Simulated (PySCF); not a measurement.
# ZrO(OH)₂: singlet, from a trigonal planar start

The task is one start of a wider search on ZrO(OH)₂: the singlet, from a trigonal planar start. It is relaxed, tested by its Hessian and followed downhill if it is a saddle.

Program: PySCF 2.14.0. Level of theory: PBE0, basis Zr def2-TZVP with ECP28, O def2-TZVP, H def2-TZVP, scalar-relativistic core potentials, no spin–orbit coupling, density fitting. These are calculated values, not measurements.

## 1. The system as given

6 atoms, charge 0, spin multiplicity 1.

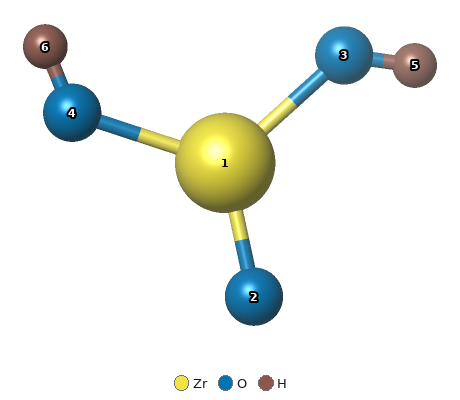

As it starts; zirconium yellow, oxygen blue, hydrogen brown; atoms are numbered from 1 in the order of the file.

```xyz
6
charge 0 multiplicity 1
Zr    0.0000    0.0000    0.0000
O     1.8400    0.0000    0.0000
O    -1.0850    1.8793    0.0000
O    -1.0850   -1.8793    0.0000
H    -0.7567    2.7814    0.0000
H    -2.0304   -2.0460    0.0000
```

## 2. Finding the electronic state

The steps below are one call of a driver around PySCF. For each, scf.py gives the equivalent set-up of the SCF; relaxations use the driver's own optimiser. After this first run the driver tries any further starts and a stability analysis.

Contents of scf.py:

```python
from pyscf import gto, scf, dft
mol = gto.M(atom='''
Zr     0.000000     0.000000     0.000000
O      1.840000     0.000000     0.000000
O     -1.085000     1.879300     0.000000
O     -1.085000    -1.879300     0.000000
H     -0.756700     2.781400     0.000000
H     -2.030400    -2.046000     0.000000''',
    basis={'Zr': 'def2-TZVP', 'O': 'def2-TZVP', 'H': 'def2-TZVP'},
    ecp={'Zr': 'def2-TZVP'},
    charge=0, spin=0)
mf = dft.RKS(mol, xc='PBE0')
mf.grids.atom_grid = (50, 194)
aux = {'Zr': 'def2-universal-JKFIT', 'O': 'def2-universal-JKFIT', 'H': 'def2-universal-JKFIT'}
mf = mf.density_fit(auxbasis=aux)
mf.conv_tol = 1e-08
mf.diis_space = 10
mf.max_cycle = 60
mf.init_guess = 'minao'
mf.verbose = 4
mf.kernel()
```

Launch:

```
OMP_NUM_THREADS=4 python axn.py task.json out
```

What it wrote:

```text
init E= -268.151879928728
  HOMO = -0.599883144304899  LUMO = -0.437811706375624  gap/eV = 4.41019
cycle= 1 E= -273.585429231672  delta_E= -5.43  |g|= 1.24  |ddm|= 4.58
  HOMO = -0.0877955895053678  LUMO = -0.05338500506139  gap/eV = 0.93636
cycle= 2 E= -272.784112372331  delta_E= 0.801  |g|= 2.38  |ddm|= 1.98
  HOMO = -0.28966119932071  LUMO = -0.0617359910912612  gap/eV = 6.20216
cycle= 3 E= -273.755985848398  delta_E= -0.972  |g|= 0.79  |ddm|= 1.38
  HOMO = -0.290576400188035  LUMO = -0.116482467950298  gap/eV = 4.73734
cycle= 4 E= -273.893728771396  delta_E= -0.138  |g|= 0.213  |ddm|= 0.521
  HOMO = -0.304282466734932  LUMO = -0.128330043120894  gap/eV = 4.78791
cycle= 5 E= -273.899131495909  delta_E= -0.0054  |g|= 0.118  |ddm|= 0.16
  HOMO = -0.299160271886519  LUMO = -0.118344181827418  gap/eV = 4.92026
cycle= 6 E= -273.902120907149  delta_E= -0.00299  |g|= 0.0186  |ddm|= 0.0741
  HOMO = -0.300678390091568  LUMO = -0.118300728201277  gap/eV = 4.96275
cycle= 7 E= -273.902193772029  delta_E= -7.29e-05  |g|= 0.00467  |ddm|= 0.01
  HOMO = -0.300805423782822  LUMO = -0.118349321390845  gap/eV = 4.96488
cycle= 8 E= -273.902197192374  delta_E= -3.42e-06  |g|= 0.00236  |ddm|= 0.00311
  HOMO = -0.300990320805154  LUMO = -0.118395605172079  gap/eV = 4.96866
cycle= 9 E= -273.90219830319  delta_E= -1.11e-06  |g|= 0.000327  |ddm|= 0.00145
  HOMO = -0.300983824744859  LUMO = -0.118399437143658  gap/eV = 4.96837
cycle= 10 E= -273.902198348905  delta_E= -4.57e-08  |g|= 8.94e-05  |ddm|= 0.000444
  HOMO = -0.300979885340843  LUMO = -0.118398610620627  gap/eV = 4.96829
cycle= 11 E= -273.902198355491  delta_E= -6.59e-09  |g|= 1.55e-05  |ddm|= 0.000226
  HOMO = -0.300980533189954  LUMO = -0.118399017818653  gap/eV = 4.96830
Extra cycle  E= -273.902198355626  delta_E= -1.35e-10  |g|= 1.68e-05  |ddm|= 3.29e-05
converged SCF energy = -273.902198355626
```

This step, with its further starts and checks, took 14 s on 4 threads of Arm Neoverse V1, shared host.

The starts that the driver tried:

```csv
start,energy (Eh)
the minimal-basis guess,-273.902198
a thermally smeared density,-273.902198
a smeared PBE density,-273.902198
```

The test of internal stability and the other starts found no lower closed-shell solution.

## 3. Relaxation: trigonal planar start, singlet

The program finds Cs symmetry in the start, which this walk keeps.

scf.py, as its differences from that of step 2:

```diff
@@ -3,6 +3,6 @@
-Zr     0.000000     0.000000     0.000000
-O      1.840000     0.000000     0.000000
-O     -1.085000     1.879300     0.000000
-O     -1.085000    -1.879300     0.000000
-H     -0.756700     2.781400     0.000000
-H     -2.030400    -2.046000     0.000000''',
+Zr     0.057805    -0.005298     0.000000
+O      1.897805    -0.005298     0.000000
+O     -1.027195     1.874002     0.000000
+O     -1.027195    -1.884598     0.000000
+H     -0.698895     2.776102     0.000000
+H     -1.972595    -2.051298     0.000000''',
@@ -19 +18,0 @@
-mf.init_guess = 'minao'
```

The optimiser's trace:

```csv
step,energy (Eh),change (kJ/mol),largest symmetric gradient (Eh/bohr)
0,-273.902198,0.00,0.07834
1,-273.927949,-67.61,0.03842
2,-273.933771,-82.89,0.01589
3,-273.934328,-84.36,0.00202
4,-273.934517,-84.85,0.00311
5,-273.934866,-85.77,0.00611
6,-273.935012,-86.15,0.00465
7,-273.935189,-86.62,0.00438
8,-273.935401,-87.17,0.00450
9,-273.935644,-87.81,0.00495
10,-273.935715,-88.00,0.00643
11,-273.935839,-88.32,0.00583
12,-273.936003,-88.75,0.00521
13,-273.936199,-89.27,0.00777
14,-273.936566,-90.23,0.00846
15,-273.936648,-90.45,0.01054
16,-273.936900,-91.11,0.00995
17,-273.937303,-92.17,0.00551
18,-273.937572,-92.87,0.01000
19,-273.937896,-93.73,0.00411
20,-273.937896,-93.72,0.01242
21,-273.938020,-94.05,0.00279
22,-273.938064,-94.17,0.00113
23,-273.938103,-94.27,0.00224
24,-273.938109,-94.28,0.00042
25,-273.938111,-94.29,0.00025
```

The walk took 75 s.

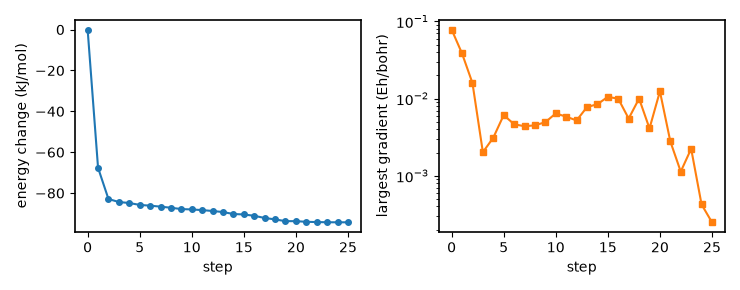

How energy and gradient fall.

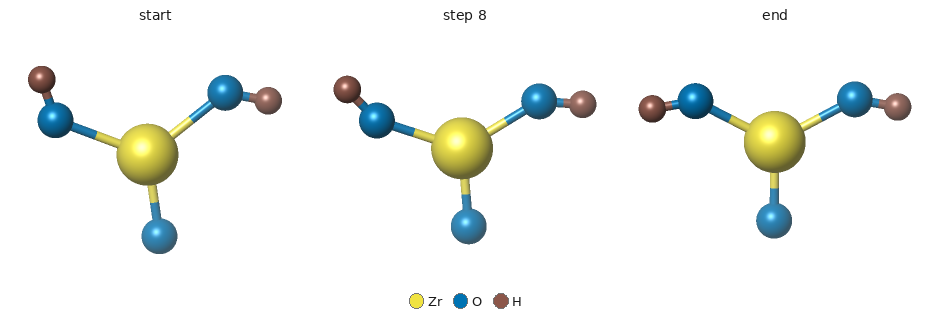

The geometry along the walk, at one scale.

After 25 steps and 94.3 kJ/mol it ends at C2v: O–H 0.956 Å (×2), Zr–O 1.751 Å, Zr–O 1.977 Å (×2); H–O–Zr 141.2°, H–O–Zr 142.3°, O–Zr–O 118.0° (×2), O–Zr–O 124.1°.

## 4. Is it a minimum? Harmonic modes

On the finer grid the gradient is checked again; gradients at displacements of ±0.02 bohr then give force constants and infrared intensities.

scf.py, as its differences from that of step 3:

```diff
@@ -3,6 +3,6 @@
-Zr     0.057805    -0.005298     0.000000
-O      1.897805    -0.005298     0.000000
-O     -1.027195     1.874002     0.000000
-O     -1.027195    -1.884598     0.000000
-H     -0.698895     2.776102     0.000000
-H     -1.972595    -2.051298     0.000000''',
+Zr     0.018977    -0.002936     0.000000
+O      1.748978    -0.270550     0.000000
+O     -0.623652     1.866579     0.000000
+O     -1.158491    -1.590899     0.000000
+H     -0.313113     2.770264     0.000000
+H     -1.135515    -2.546175     0.000000''',
@@ -13 +13 @@
-mf.grids.atom_grid = (50, 194)
+mf.grids.atom_grid = (75, 302)
@@ -16 +16 @@
-mf.conv_tol = 1e-08
+mf.conv_tol = 1e-10
```

The driver hands on the density of the step before, so the log starts near convergence.

SCF at the final geometry:

```text
init E= -273.938109611703
  HOMO = -0.302809944290732  LUMO = -0.0901401574893193  gap/eV = 5.78704
cycle= 1 E= -273.938109611689  delta_E= 1.4e-11  |g|= 8.78e-06  |ddm|= 5.57e-06
  HOMO = -0.302812160573977  LUMO = -0.0901394033852512  gap/eV = 5.78712
Extra cycle  E= -273.938109611576  delta_E= 1.13e-10  |g|= 2.58e-05  |ddm|= 1.58e-05
converged SCF energy = -273.938109611576
```

The whole step took 86 s.

Geometry: C2v; O–H 0.956 Å (×2), Zr–O 1.751 Å, Zr–O 1.977 Å (×2); H–O–Zr 142.1° (×2), O–Zr–O 117.8° (×2), O–Zr–O 124.5°.

Harmonic modes (main isotopes):

```csv
symmetry,ω (cm⁻¹),IR (km/mol),μ (u)
b1,78i,39.6,5.80
a1,162,0.0,5.84
b2,197,24.9,3.69
a1,361,271,1.18
b2,394,35.2,1.50
a2,498,0.0,1.15
b1,521,330,1.19
a1,647,62.4,7.89
b2,681,260,7.95
a1,958,256,18.12
b2,3956,282,1.07
a1,3959,1.4,1.07
```

μ is the mass of the mode for normalised Cartesian displacements, not the reduced mass of the usual diatomic formula.

1 mode is imaginary, the largest at 78i cm⁻¹: a saddle point, not a minimum.

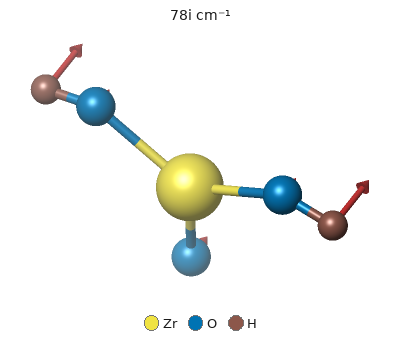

The imaginary mode, as arrows.

Constants and moments:

- Dipole moment: 1.90 D
- Highest occupied level: -8.24 eV
- Lowest empty level: -2.45 eV
- Rotational constants: 0.2183, 0.1499, 0.08887 cm⁻¹
- Zero-point energy (real modes): 73.8 kJ/mol
- Principal polarisabilities: 30.4, 48.1, 50.9 bohr³
- Atomisation energy without zero-point energy: 2621 kJ/mol
- Principal traceless quadrupole moments about the centre of mass: -18.70, 7.75, 10.95 D Å

Charges (e) and bond orders:

| atom | Mulliken | Löwdin | polar tensor | Mayer order to Zr1 |
| --- | --- | --- | --- | --- |
| Zr1 | 1.54 | 0.79 | 2.54 | – |
| O2 | -0.63 | -0.37 | -1.06 | 2.05 |
| O3,4 | -0.78 | -0.37 | -1.06 | 0.89 |
| H5,6 | 0.33 | 0.16 | 0.32 | 0.02 |

Outer orbital energies (eV). occupied: -13.58, -10.04, -9.59, -9.37, -8.86, -8.52, -8.29, -8.24; empty: -2.45, -0.56, 0.00, 0.39.

Mulliken populations on Zr1 (outside its core potential): s 2.09, p 6.23, d 2.02, f 0.13.

## 5. Downhill along the imaginary mode

The start is the last point, displaced along its most imaginary mode.

The program finds Cs symmetry in the start, which this walk keeps. Threshold on the gradient: 0.0003 Eh/bohr, with a further test on the energy change.

scf.py, as its differences from that of step 4:

```diff
@@ -3,6 +3,6 @@
-Zr     0.018977    -0.002936     0.000000
-O      1.748978    -0.270550     0.000000
-O     -0.623652     1.866579     0.000000
-O     -1.158491    -1.590899     0.000000
-H     -0.313113     2.770264     0.000000
-H     -1.135515    -2.546175     0.000000''',
+Zr     0.021009    -0.003250     0.058936
+O      1.751010    -0.270864    -0.112202
+O     -0.621620     1.866265    -0.093782
+O     -1.156459    -1.591213    -0.093782
+H     -0.311081     2.769950    -0.250000
+H     -1.133483    -2.546490    -0.250000''',
@@ -13 +13 @@
-mf.grids.atom_grid = (75, 302)
+mf.grids.atom_grid = (50, 194)
@@ -16 +16 @@
-mf.conv_tol = 1e-10
+mf.conv_tol = 1e-08
```

The optimiser's trace:

```csv
step,energy (Eh),change (kJ/mol),largest symmetric gradient (Eh/bohr)
0,-273.937995,0.00,0.01289
1,-273.938478,-1.27,0.00340
2,-273.938683,-1.81,0.00450
3,-273.938867,-2.29,0.00170
4,-273.939009,-2.66,0.00511
5,-273.939129,-2.98,0.00577
6,-273.939255,-3.31,0.00325
7,-273.939326,-3.49,0.00457
8,-273.939416,-3.73,0.00136
9,-273.939445,-3.81,0.00191
10,-273.939457,-3.84,0.00047
11,-273.939461,-3.85,0.00051
12,-273.939468,-3.87,0.00080
13,-273.939470,-3.87,0.00030
```

The walk took 41 s.

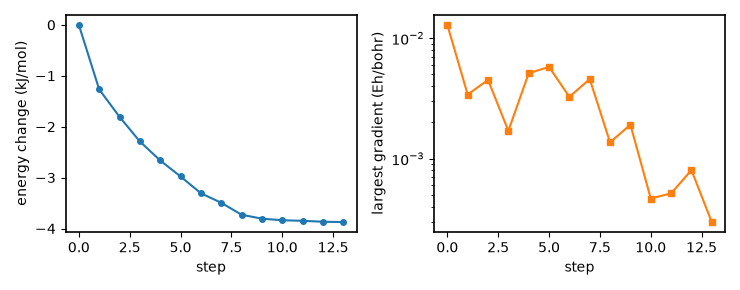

How energy and gradient fall.

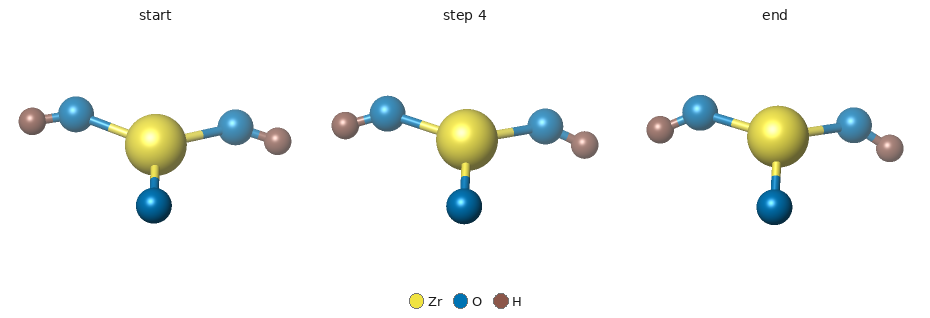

Start and end of the relaxation, with a step between.

It settles in Cs symmetry, 3.9 kJ/mol below the start, after 13 steps: O–H 0.956 Å (×2), Zr–O 1.749 Å, Zr–O 1.969 Å (×2); H–O–Zr 137.8° (×2), O–Zr–O 113.4° (×2), O–Zr–O 117.9°.

## 6. Vibrations and properties at this point

As before: finer grid, then central differences.

scf.py, as its differences from that of step 5:

```diff
@@ -3,6 +3,6 @@
-Zr     0.021009    -0.003250     0.058936
-O      1.751010    -0.270864    -0.112202
-O     -0.621620     1.866265    -0.093782
-O     -1.156459    -1.591213    -0.093782
-H     -0.311081     2.769950    -0.250000
-H     -1.133483    -2.546490    -0.250000''',
+Zr     0.039759    -0.006150     0.159661
+O      1.679956    -0.259873    -0.392942
+O     -0.643069     1.802963    -0.211378
+O     -1.157778    -1.524389    -0.211378
+H     -0.337466     2.597832    -0.645605
+H     -1.106629    -2.374444    -0.645605''',
@@ -13 +13 @@
-mf.grids.atom_grid = (50, 194)
+mf.grids.atom_grid = (75, 302)
@@ -16 +16 @@
-mf.conv_tol = 1e-08
+mf.conv_tol = 1e-10
```

Log of the central SCF (cycles and frontier levels):

```text
init E= -273.939521094478
  HOMO = -0.299352068149429  LUMO = -0.0883246859861124  gap/eV = 5.74235
cycle= 1 E= -273.939521094478  delta_E= -1.14e-13  |g|= 8.76e-07  |ddm|= 7.04e-07
  HOMO = -0.299351918537551  LUMO = -0.0883247853731248  gap/eV = 5.74234
Extra cycle  E= -273.939521094478  delta_E= 7.96e-13  |g|= 2.45e-06  |ddm|= 1.58e-06
converged SCF energy = -273.939521094478
```

The whole step took 1.9 min on 4 threads of Arm Neoverse V1, shared host.

Geometry: Cs; O–H 0.956 Å (×2), Zr–O 1.749 Å, Zr–O 1.969 Å (×2); H–O–Zr 137.6° (×2), O–Zr–O 113.5° (×2), O–Zr–O 117.5°.

Harmonic modes (main isotopes):

| symmetry | ω (cm⁻¹) | IR (km/mol) | μ (u) |
| --- | --- | --- | --- |
| a' | 100 | 29.4 | 5.38 |
| a' | 173 | 2.1 | 5.54 |
| a'' | 201 | 23.1 | 3.78 |
| a' | 383 | 282 | 1.18 |
| a'' | 409 | 8.7 | 1.44 |
| a'' | 484 | 110 | 1.18 |
| a' | 510 | 220 | 1.26 |
| a' | 659 | 80.2 | 7.18 |
| a'' | 678 | 227 | 7.06 |
| a' | 958 | 236 | 17.99 |
| a'' | 3953 | 244 | 1.07 |
| a' | 3955 | 34.8 | 1.07 |

μ is the mass of the mode for normalised Cartesian displacements, not the reduced mass of the usual diatomic formula.

Every mode is real; the point is a minimum.

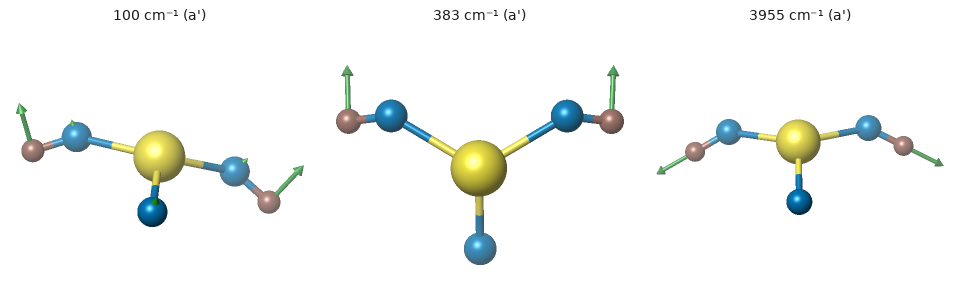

How the atoms move in 3 of the modes.

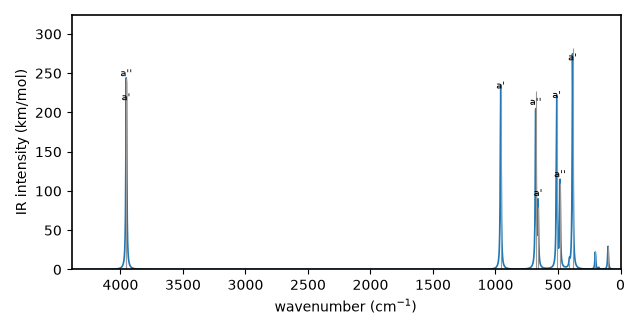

The harmonic infrared spectrum (widths in cm⁻¹). Lines are broadened to a width of 8 cm⁻¹ (Lorentzian).

Properties at this point:

| Item | Value |
| --- | --- |
| Dipole moment | 2.83 D |
| Highest occupied level | -8.15 eV |
| Lowest empty level | -2.40 eV |
| Rotational constants | 0.208, 0.1528, 0.09495 cm⁻¹ |
| Zero-point energy | 74.5 kJ/mol |
| Principal polarisabilities | 30.4, 48.3, 50.0 bohr³ |
| Atomisation energy without zero-point energy | 2624 kJ/mol |
| Principal traceless quadrupole moments about the centre of mass | -18.22, 8.26, 9.96 D Å |
| Entropy at 298.15 K and 1 bar | 328.9 J/(mol K) |
| Heat capacity Cp at 298.15 K | 89.1 J/(mol K) |
| Enthalpy at 298.15 K above 0 K | 18.51 kJ/mol |
| Rotational symmetry number | 1 |

Charges (e) and bond orders:

| atom | Mulliken | Löwdin | polar tensor | Mayer order to Zr1 |
| --- | --- | --- | --- | --- |
| Zr1 | 1.51 | 0.77 | 2.43 | – |
| O2 | -0.63 | -0.37 | -1.02 | 2.06 |
| O3,4 | -0.77 | -0.36 | -1.02 | 0.90 |
| H5,6 | 0.33 | 0.16 | 0.31 | 0.02 |

Outer orbital energies (eV). occupied: -13.43, -9.92, -9.51, -9.31, -8.75, -8.47, -8.26, -8.15; empty: -2.40, -0.50, 0.11, 0.40.

Mulliken populations on Zr1 (outside its core potential): s 2.10, p 6.21, d 2.05, f 0.13.

## 7. Would spin polarisation lower it?

At the lowest minimum the closed shell is tested against spin polarisation, on the (50, 194) grid. It is stable.

## 8. The points found, side by side

| spin | group | bonds | imaginary modes (cm⁻¹) | ΔE (kJ/mol) | with zero-point energy |
| --- | --- | --- | --- | --- | --- |
| singlet | Cs | O–H 0.956 Å (×2), Zr–O 1.749 Å, Zr–O 1.969 Å (×2) | none | 0.0 | 0.0 |
| singlet | C2v | O–H 0.956 Å (×2), Zr–O 1.751 Å, Zr–O 1.977 Å (×2) | 78i | 3.7 | – |

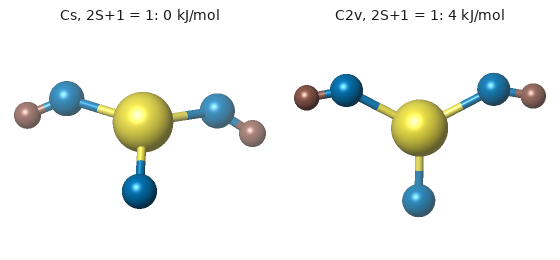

The points, lowest first (zirconium yellow, oxygen blue, hydrogen brown).

## 9. What came out

```
                                 quantity                                                                                                                          value
                                  minimum                                                                                                                    singlet, Cs
                                 geometry                       O–H 0.956 Å (×2), Zr–O 1.749 Å, Zr–O 1.969 Å (×2); H–O–Zr 137.6° (×2), O–Zr–O 113.5° (×2), O–Zr–O 117.5°
                       wavenumbers (cm⁻¹)  100 (a'), 173 (a'), 201 (a''), 383 (a'), 409 (a''), 484 (a''), 510 (a'), 659 (a'), 678 (a''), 958 (a'), 3953 (a''), 3955 (a')
                            dipole moment                                                                                                                         2.83 D
     highest occupied, lowest empty level                                                                                                                -8.15, -2.40 eV
               polar-tensor charge of Zr1                                                                                                                        +2.43 e
                        zero-point energy                                                                                                                    74.5 kJ/mol
                      entropy at 298.15 K                                                                                                                328.9 J/(mol K)
atomisation energy (no zero-point energy)                                                                                                                    2624 kJ/mol
```

**Reading.** From Cs at the start the molecule goes to a Cs minimum, after a stop at a saddle point 3.7 kJ/mol higher, from which it was pushed off along an imaginary mode. In the infrared the band at 383 cm⁻¹ (a') leads. Other starts or spin states, not run here, may lie lower.

The search up to here took 5.6 min.
